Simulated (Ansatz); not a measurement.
# What La3InB (Pm-3m) distorts into, part 3 of 3

Which phase does La3InB (Pm-3m) fall into along its unstable mode, and how much energy does it gain?

Ansatz 0.2.0; DFT PBEsol, scalar-relativistic, plane waves, PAW; PAW set soft_1.

So far. Step 5 (Energy along the mode, all amplitudes (two of the runs …): The lowest of the steps tried is at 0.14 Å, 0.868 meV/atom below the parent; the bottom of the well need not coincide with a step. Step 7 (The new phase in its own primitive cell): The largest force component left is 0.26 meV/Å and the pressure is 0.001 GPa, within the tolerances set. The cell now holds 28.54 Å³/atom. The relaxed cell has a, b, c = 5.220, 7.317, 7.471 Å (conventional setting).

### Step 8. Modes of the new phase

A relaxed structure may still be a saddle point, so its zone-centre modes are computed. No field response is asked, since the mesh shows no gap.

Contents of input.yaml:

```yaml
crystal:
  lattice:
    - [5.2204680877, 0.0, 0.0]
    - [0.0, 3.6583386358, 3.735359009]
    - [0.0, -3.6583386358, 3.735359009]
  atoms:
    - { symbol: La, position: [0.5, 0.0015190399, 0.5417501103] }
    - { symbol: La, position: [0.5, 0.5417501103, 0.0015190399] }
    - { symbol: La, position: [0.0, 0.4675112055, 0.4675112055] }
    - { symbol: In, position: [0.0, 0.0032853601, 0.0032853601] }
    - { symbol: B, position: [0.5, 0.5033278257, 0.5033278257] }
kpoints:
  mp_grid: { grid: [8, 8, 8] }
hamiltonian:
  xc: pbesol
  pseudopotentials: { kind: paw, azcp: { folder: soft_1 }, xc_functional: pbe }
scf:
  occupations: { method: methfessel_paxton, width: 0.2 }
output:
  eigenvalues: true
phonons:
  method: dfpt
```

Launch:

```sh
$ ansatz run input.yaml --threads 4 --pin off --max-ram 10240MiB --backend cpu --events-out ev --progress --plain --runs-dir out
```

Numbers of over 12 decimals in the logs are rounded to 6 here.

What it wrote:

```text
zone centre: on kpoints.mp_grid the ground state, and the responses unless they are solved on pairs of k-points, stand on 170 of the mesh's 512 k-points, reduced under 2 symmetry operations, with k and −k counted as one. Each operation leaves every solved displacement unchanged or reverses it
[...]
Crystal: 5 atoms, lattice volume = 142.678 Å³
Basis set: ecut = 420 eV, 2813 PW (Γ), exchange–correlation on 72×72×72 points (8 copies of the dense FFT grid, shifted against one another)
Bands: 30, of which v1, the nominal top of the filled ones, is band 25 counted from 1 (24 counted from 0)
Symmetry: 4 space group operations
k-points: 170 of 512 (irreducible under 2 space group operations, time reversal used)
[...]
SCF iter   1: F=—  HF=-24168.696986 eV  |F-HF|=—  |Δ(HF+E_count)|=         —  Δρ=6.90e-2  dr2=2.71e1  ethr=3.10e-3  ⟨swp⟩=4.9  Hψ=24142  notcnv=0
[...]
SCF iter  12: F=-24163.319790 eV  HF=-24163.319790 eV  |F-HF|=3.64e-12  |Δ(HF+E_count)|=  1.46e-11  S|Δr|=    0.00e0  Δρ=6.56e-8  dr2=7.26e-12  ethr=1.00e-12  ⟨swp⟩=12.9  Hψ=35594  notcnv=0
SCF 1 converged in 12 iterations: F = -24163.319790 eV  dr2 = 7.26e-12
[...]
DFPT response loops at Γ: preconditioner auto → Kerker (q_TF=auto, 2.283 Å⁻¹) (partly filled bands, converged f_vac=0.000); β = 1.00, the filter's whole step (`scf.mixing.beta` (0.50) is not read by the response loops under this deck's `scf.mixing.preconditioner`; to damp them name `kerker` or `kerker_dos`, under which they read `scf.mixing.beta`, and type it under 1.00, their step now; both keys bind the ground state too); Broyden in place of MSR1
SCF converged after 12 iterations
[...]
Free energy (F): -24163.319790 eV
[...]
Internal energy: -24163.317617 eV  (E = F + TS)
E sigma→0 (E₀):  -24163.319247 eV
Entropy (-TS):   -0.002173 eV (-0.435 meV/atom)
Fermi energy:    10.292400 eV
[...]
--- Band table (eV; the first three rows and the last of 170) ---
  k-point 0: bands = [... 21 lower, 9.9238, 9.9350, 10.0147, 11.1988, 11.2617, 11.2674, 11.3626, 11.3674, ... 1 higher]
  k-point 1: bands = [... 21 lower, 9.7891, 10.0845, 10.0989, 10.8868, 11.1462, 11.1677, 11.3185, 11.4194, ... 1 higher]
  k-point 2: bands = [... 21 lower, 9.7554, 10.0357, 10.1618, 10.5423, 10.9762, 11.0035, 11.3932, 11.5873, ... 1 higher]
  k-point 169: bands = [... 21 lower, 7.8789, 10.7226, 10.7294, 10.7739, 11.5629, 11.8436, 11.8958, 12.0734, ... 1 higher]
--- Phonons (Γ-DFPT): 12 representative perturbations + reference, on 170 of 512 k-points (Σ response iterations 45) ---
  k mesh reduced under 2 symmetry operations, with k and −k counted as one. Each operation leaves every solved displacement unchanged or reverses it
  ASR residual: 5.367e-5 → 0.000e0 eV/Å²; symmetrization residual: 5.982e-6 eV/Å²
  ASR residual per site (eV/Å²): 2.31e-5 2.31e-5 1.39e-5 3.92e-5 5.37e-5
[...]
non-analytic LO–TO correction: not included (Born effective charges unavailable; polar crystals: no LO–TO splitting at Γ)
```

Wall time 3.7 min (4 threads of AMD EPYC 9B14 (Zen 4), shared host); peak memory 3.2 GiB; 14 min of CPU time.

This step gave:

```yaml
sum_rule_residual_before_enforcement: 5.37e-5 eV/Å²
point_group: mm2
highest_optical_mode_at_the_zone_centre_no_lo_to_term: 356.2 cm⁻¹
lowest_optical_zone_centre_mode: -27.43 cm⁻¹
```

Patterns of degenerate modes are one choice out of their space. Modes at Γ, with each element's share of the kinetic energy (negative means imaginary):

```csv
mode,frequency (cm⁻¹),symmetry,La %,In %,B %
1,-27.4,B2,100,0,0
2,0.0,acoustic,77,21,2
3,0.0,acoustic,77,21,2
4,0.0,acoustic,77,21,2
5,40.4,A2,100,0,0
6,65.5,A1,89,11,0
7,73.0,B1,23,74,3
8,73.2,B2,21,79,1
9,78.0,A1,33,66,1
10,95.4,B1,84,5,11
11,100.1,B2,91,0,9
12,108.0,A1,95,2,3
13,251.6,B1,16,0,84
14,284.7,B2,12,0,88
15,356.2,A1,6,0,94
```

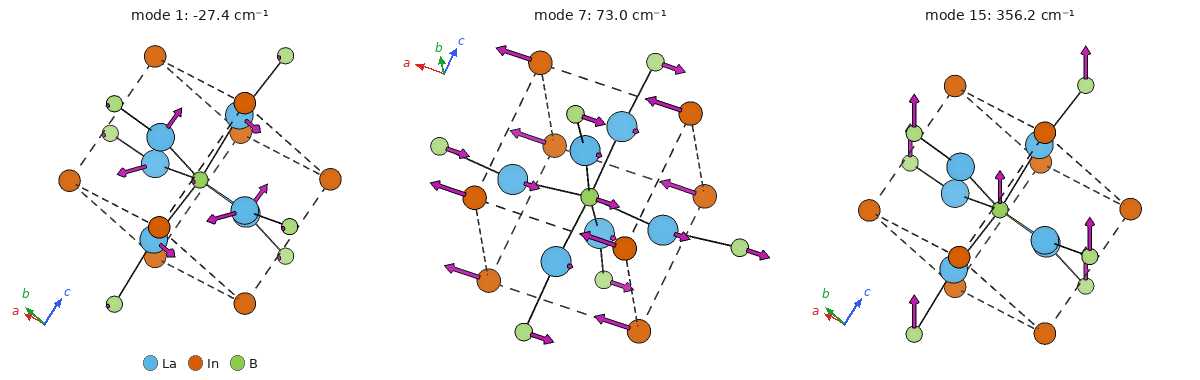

Displacement patterns of modes 1, 7 and 15 at Γ; arrows are exaggerated. Some periodic images of atoms are drawn too.

Before it was imposed, the acoustic sum rule was missed by 5.4e-5 eV/Å². Small misses are needed for a sound result but don't prove that mesh and cutoff are converged. The lowest optical mode is imaginary, 27.4i cm⁻¹, so the energy falls along it.

### Step 9. Results

| Quantity | Value |
| --- | --- |
| unstable mode of the parent | q = (0, 0, 0), 118i cm⁻¹ |
| depth at the lowest point sampled | 0.868 meV/atom |
| largest atomic shift at that point | 0.14 Å |
| space group reached (within 0.01 Å) | Amm2 |
| energy gained over the parent (first relaxation, on the mesh of the frozen mode) | 12.0 meV/atom |
| volume per atom, phase reached | 28.5 Å³ |
| lowest optical zone-centre mode, phase reached | -27.4 cm⁻¹ |
| highest optical mode at the zone centre (no LO-TO term), phase reached | 356 cm⁻¹ |

From this start the structure relaxes into Amm2, 12.0 meV/atom below the parent. At the parent's cell the well is 0.868 meV/atom deep on the steps tried, with its lowest point at a shift of 0.14 Å. Relaxing atoms and cell changes the gain by +11.16 meV/atom against the lowest step (energies at zero smearing). Most of the total comes from this relaxation. The frozen pattern makes up only 0 % of the final shifts of the atoms, so other modes or strain give most of the change. The new phase still has an imaginary mode at the zone centre of its cell, so it is a saddle point on the way to a lower structure. How so shallow a well moves with the k mesh was not tested. Of the 6 patterns followed to their end from this parent, this one ends 2.04 meV/atom above the lowest, P-4m2. Each path keeps the symmetry of its pattern, so a lower phase may lie along a pattern not tried. With no gap, or one that is small against the smearing, the frequencies hang on the k mesh and the smearing, most of all near Kohn anomalies. The phonon runs are without spin polarisation, although the cell has an odd electron count. Spin-orbit coupling is left out, which can matter for the heavy elements here. The PAW files were made for PBE and serve the other functionals too.

[Logs are printed without paths, hosts, clocks, repeated set-up lines and the standing remarks that a program may print on its own settings, such as how far it seeks lower states.]

[Hosts, paths, dates, database ids (printed as entryN), source tags and the programs' standing remarks are cut or masked in the printed files.]
